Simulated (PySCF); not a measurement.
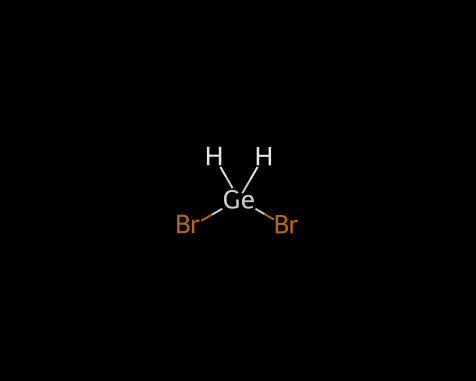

The picture comes from a calculation with PySCF.

### Write the SMILES.

[Br][GeH2][Br]

### What is the molecular formula?

Br2GeH2.

### An optimisation with PBE0-D3(BJ)/def2-SVP gave a structure of which point group?

C2v.
